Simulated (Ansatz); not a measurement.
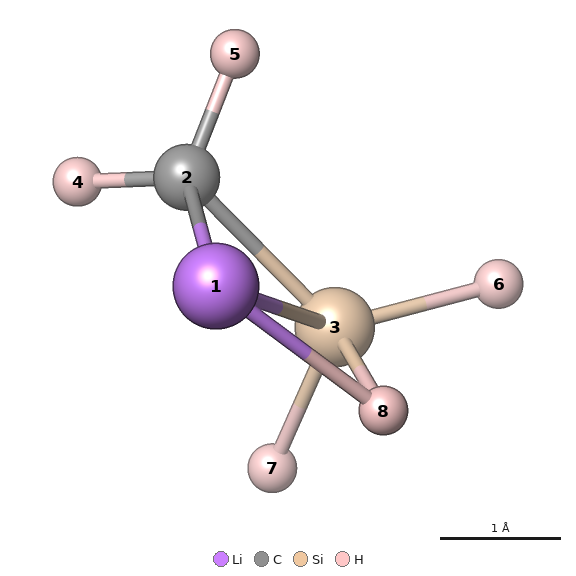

Orthographic view. Depth is shown by fading: the farther an atom, the more it takes the colour of the background. The geometry was computed by an optimisation with PBE-D4/def2-SVP. No frequency run is at hand to confirm it as a minimum.

Give the geometry as a Z-matrix, atoms in numerical order, with these reference atoms: 2 to 1; 3 to 2, 1; 4 to 2, 3, 1; 5 to 2, 4, 3; 6 to 3, 2, 4; 7 to 3, 6, 2; 8 to 3, 7, 6.

```
Li 
C    1   1.997
Si   2   1.835   1    81.0
H    2   1.108   3   112.5   1  -124.9
H    2   1.112   4   108.9   3   125.8
H    3   1.515   2   123.0   4   116.9
H    3   1.511   6   108.7   2   140.8
H    3   1.588   7   100.9   6  -104.6
```
